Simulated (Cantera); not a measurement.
Input: 1 mol PbO, 24 mol H2, 2.6 mol N2, held at 1 atm.

These are equilibrium values from Cantera (NASA tables, ideal gas, pure condensed phases), not measurements of a reactor. Candidate condensed phases: H2O, Pb, PbO, PbO2, Pb3O4; 27 gas species. Kinetics and transport are ignored.

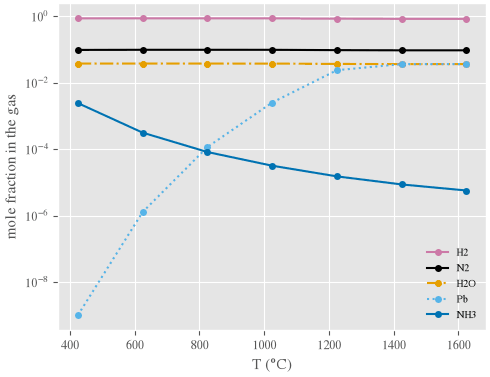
Figure: Equilibrium gas composition (values under 1e-9 drawn at 1e-9)

From 425 °C to 1225 °C the condensed part is Pb(l). From 1425 °C to 1625 °C nothing is condensed.
